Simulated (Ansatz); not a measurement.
Cu₁₆NO: several calculations on one system

### Relaxation

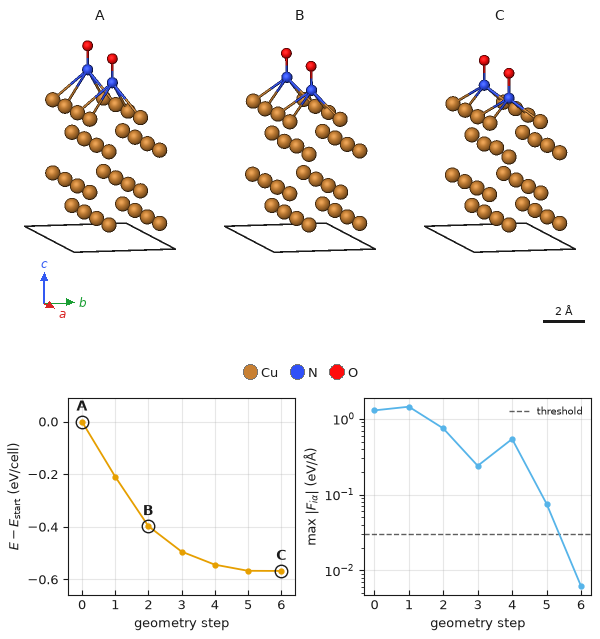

Frames of a constrained relaxation of a slab of composition Cu$_{16}$NO, marked on the history of the run. The picture is a ball-and-stick view of the 2 × 1 repeat of the cell, outlined in the plane, without the vacuum (origin shifted), seen slightly off an axis.

It is NO on Cu(100), set down by a guess. The run prepares an end point of a later path (dissociation) calculation, from a guessed geometry. 4 atoms are held fixed.

All numbers below come from DFT PBEsol, scalar-relativistic, plane waves, PAW in Ansatz. Set-up: plane-wave cutoff 420 eV; k-point mesh 3 × 3 × 1; occupations gaussian; smearing width 0.1 eV; no spin polarisation; atoms relaxed in a fixed cell; force threshold 0.03 eV/Å; at most 60 steps.

Question: What happens along the run?

Answer: After 6 geometry steps the energy has fallen by 0.568 eV per cell of the calculation. The largest force component goes from 1.3 to 0.0062 eV/Å. The N atom moves most: 0.83 Å at 31° to the normal (−c side). By element the largest moves are N 0.83 Å, O 0.79 Å, Cu 0.26 Å. The lattice vectors keep their values. Near-neighbour distances that change, for instance: Cu–N 2.722 → 2.072 Å, Cu–N 2.471 → 2.071 Å, Cu–N 2.366 → 2.071 Å, Cu–Cu 2.553 → 2.462 Å. Bond angles that change, for instance: Cu–N–Cu 96.5° → 120.0°, Cu–N–O 138.4° → 120.0°, Cu–N–O 130.9° → 120.0°. From step 0 to 2: N and O atoms move most (0.38 Å), energy −0.397 eV per cell of the calculation. From step 2 to 6: the N atom moves most (0.51 Å), energy −0.170 eV per cell of the calculation.

```json
{"step": "0", "E − E(0), meV/atom": "0.00", "largest force component, eV/Å": "1.2922"}
{"step": "1", "E − E(0), meV/atom": "-11.61", "largest force component, eV/Å": "1.4442"}
{"step": "2", "E − E(0), meV/atom": "-22.08", "largest force component, eV/Å": "0.7466"}
{"step": "3", "E − E(0), meV/atom": "-27.45", "largest force component, eV/Å": "0.2399"}
{"step": "4", "E − E(0), meV/atom": "-30.20", "largest force component, eV/Å": "0.5416"}
{"step": "5", "E − E(0), meV/atom": "-31.50", "largest force component, eV/Å": "0.0759"}
{"step": "6", "E − E(0), meV/atom": "-31.53", "largest force component, eV/Å": "0.0062"}
```

Limits of the set-up: the cell has an odd number of electrons but was run without spin polarisation; the k-point mesh is coarse for a cell with partly filled bands; the periodic images lie only 5.1 Å apart, so the values are limited by the cell's size.

### Relaxation

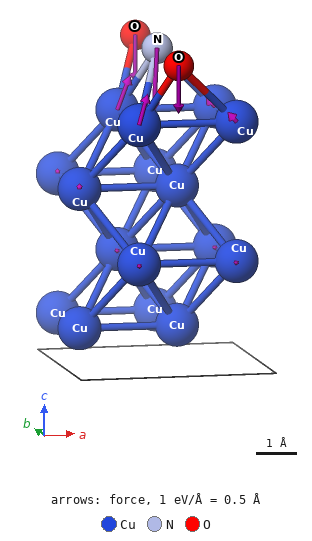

Starting geometry of a slab of composition Cu₁₆NO with the computed forces as purple arrows. The picture is a ball-and-stick view of the cell of the calculation, outlined in the plane, without the vacuum (origin shifted), seen slightly off an axis.

It is NO on Cu(100), set down by a guess. The run prepares an end point of a later path (dissociation) calculation, from a guessed geometry. 4 atoms are held fixed.

Computed with DFT PBEsol, scalar-relativistic, plane waves, PAW in Ansatz 0.2.0. Settings: plane-wave cutoff 420 eV; k-point mesh 3 × 3 × 1; occupations gaussian; smearing width 0.1 eV; no spin polarisation; atoms relaxed in a fixed cell; force threshold 0.03 eV/Å; at most 60 steps.

### What follows when this structure is relaxed?

It isn't relaxed: the largest force vector, on the N atom, is 3.35 eV/Å. The final displacements follow the starting forces only in part (cosine between the two patterns 0.65). The N atom moves most: 1.82 Å at 19° to the normal (−c side). By element the largest moves are N 1.82 Å, O 1.02 Å, Cu 0.22 Å. The cell doesn't change. Among the contacts that change: Cu–N 3.556 → 1.951 Å, Cu–N 2.947 → 1.881 Å, Cu–O 2.912 → 1.998 Å, Cu–N 2.551 → 1.881 Å. New bonds form, among them: Cu–N (2.95 → 1.88 Å), Cu–N (3.56 → 1.95 Å), Cu–O (2.91 → 2.00 Å). Bond angles that change, for instance: Cu–N–Cu 90.1° → 175.7°, Cu–N–Cu 65.9° → 91.4°, Cu–N–Cu 65.9° → 88.5°. After 11 geometry steps the energy has fallen by 4.784 eV per cell of the calculation. The largest force component goes from 3.3 to 0.0068 eV/Å.

Limits of the set-up: the cell has an odd number of electrons but was run without spin polarisation; the k-point mesh is coarse for a cell with partly filled bands; the periodic images lie only 5.1 Å apart, so the values are limited by the cell's size.

### Path

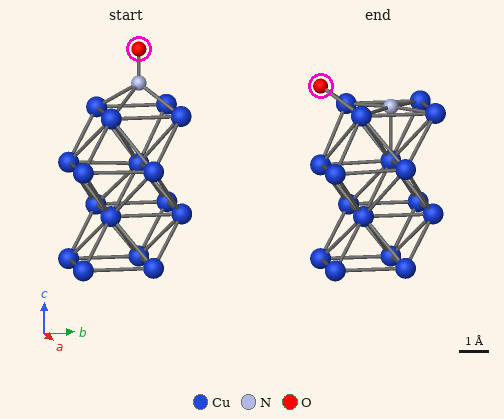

The two relaxed end points of a path for NO on Cu(100) (18 atoms in the cell). The picture is a ball-and-stick view of the simulation cell, with the vacuum cut short (origin moved), seen slightly off an axis. The moving atom is ringed, with any periodic copies. Bonds to atoms that aren't drawn are left out.

These are results of Ansatz, DFT PBEsol, scalar-relativistic, plane waves, PAW, not measurements.

The input:
```yaml
crystal:
  lattice:
    - [5.105311, 0.0, 0.0]
    - [0.0, 5.105311, 0.0]
    - [0.0, 0.0, 17.415]
  atoms:
    - { symbol: Cu, position: [0.25, 0.25, 0.0574218] }
    - { symbol: Cu, position: [0.75, 0.25, 0.0574218] }
    - { symbol: Cu, position: [0.25, 0.75, 0.0574218] }
    - { symbol: Cu, position: [0.75, 0.75, 0.0574218] }
    - { symbol: Cu, position: [0.00274605, 0.00288218, 0.15486473] }
    - { symbol: Cu, position: [0.497088, 0.00289059, 0.15486117] }
    - { symbol: Cu, position: [0.00274952, 0.49723321, 0.15486865] }
    - { symbol: Cu, position: [0.49708979, 0.49722564, 0.15486492] }
    - { symbol: Cu, position: [0.24975612, 0.25016744, 0.26009091] }
    - { symbol: Cu, position: [0.74978635, 0.25013558, 0.2575345] }
    - { symbol: Cu, position: [0.24981591, 0.75016321, 0.25753703] }
    - { symbol: Cu, position: [0.74978994, 0.7501583, 0.24989939] }
    - { symbol: Cu, position: [-0.00177682, -0.00135883, 0.35698313] }
    - { symbol: Cu, position: [0.50126703, -0.00134062, 0.35699475] }
    - { symbol: Cu, position: [-0.00176924, 0.50172678, 0.35698206] }
    - { symbol: Cu, position: [0.50131888, 0.50169649, 0.35697673] }
    - { symbol: "N", position: [0.7496088, 0.75031813, 0.41644732] }
    - { symbol: O, position: [0.74952286, 0.75024684, 0.48692966] }
basis:
  ecutwfc: 420.0
kpoints:
  mp_grid: { grid: [3, 3, 1] }
hamiltonian:
  xc: pbesol
scf:
  occupations: { method: gaussian, width: 0.1 }
  lower_state_search: "off"
neb:
  images: 5
  f_tol: 0.05
  initial_path: idpp
  max_iterations: 80
  constraints: [{ sites: [0, 1, 2, 3] }]
  final_atoms:
    - { symbol: Cu, position: [0.25, 0.25, 0.05742176] }
    - { symbol: Cu, position: [0.74999999, 0.25, 0.05742176] }
    - { symbol: Cu, position: [0.25, 0.74999999, 0.05742176] }
    - { symbol: Cu, position: [0.74999999, 0.74999999, 0.05742176] }
    - { symbol: Cu, position: [0.00252033, -0.0023346, 0.15498602] }
    - { symbol: Cu, position: [0.49742624, -0.00232405, 0.15498369] }
    - { symbol: Cu, position: [0.00251533, 0.5023733, 0.15498465] }
    - { symbol: Cu, position: [0.49743161, 0.50236213, 0.15498055] }
    - { symbol: Cu, position: [0.24994406, 0.25004824, 0.25770202] }
    - { symbol: Cu, position: [0.74994171, 0.25003932, 0.25192441] }
    - { symbol: Cu, position: [0.24989971, 0.7500452, 0.26225253] }
    - { symbol: Cu, position: [0.74988806, 0.7500375, 0.25557941] }
    - { symbol: Cu, position: [0.00684919, 0.01364206, 0.36351486] }
    - { symbol: Cu, position: [0.4929232, 0.01361493, 0.36352212] }
    - { symbol: Cu, position: [0.00684963, 0.48649028, 0.36351131] }
    - { symbol: Cu, position: [0.49293501, 0.48650553, 0.36351707] }
    - { symbol: "N", position: [0.74989902, 0.75006785, 0.36761221] }
    - { symbol: O, position: [0.74985838, 0.25005888, 0.41537608] }
  order_check: true
```

Run as
```bash
ansatz run input.yaml --threads 4 --pin off --max-ram 10240MiB --backend cpu --events-out ev --progress --plain --runs-dir out
```

What barrier does the band find between them, and by what path?

Answer. The energy climbs by 1.15 eV to image 4 and then falls by 1.35 eV, so the end point sits at −0.20 eV. The O atom travels furthest, 2.84 Å from end to end, on a path that bends up to 0.28 Å away from the straight line. At the highest image its nearest neighbour (N) is 1.84 Å away, against 1.23 Å at the start, and the surrounding atoms stand up to 0.15 Å off the mean of their end positions. Breaking: N–O (1.23 → 2.68 Å). The band is converged.

Energies of the converged images:

```json
{"image": "0", "path (Å)": "0.00", "E (eV)": "0.000"}
{"image": "1", "path (Å)": "0.54", "E (eV)": "0.095"}
{"image": "2", "path (Å)": "1.07", "E (eV)": "0.377"}
{"image": "3", "path (Å)": "1.60", "E (eV)": "0.449"}
{"image": "4", "path (Å)": "2.14", "E (eV)": "1.148"}
{"image": "5", "path (Å)": "2.74", "E (eV)": "0.316"}
{"image": "6", "path (Å)": "3.35", "E (eV)": "-0.202"}
```

The geometry at the top of the path:

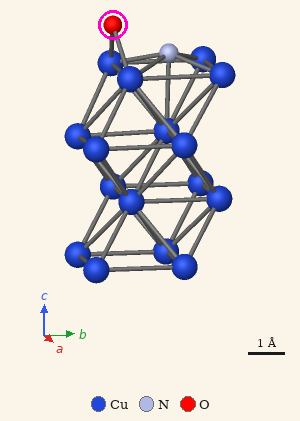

Limits of the set-up: the cell has an odd number of electrons but was run without spin polarisation; the k-point mesh is coarse for a cell with partly filled bands; the periodic images lie only 5.1 Å apart, so the values are limited by the cell's size.

Cost: 7.8 min on 4 threads of AMD EPYC 9R45 96-Core Processor (Zen 5) (shared host), peak memory 4 GiB.
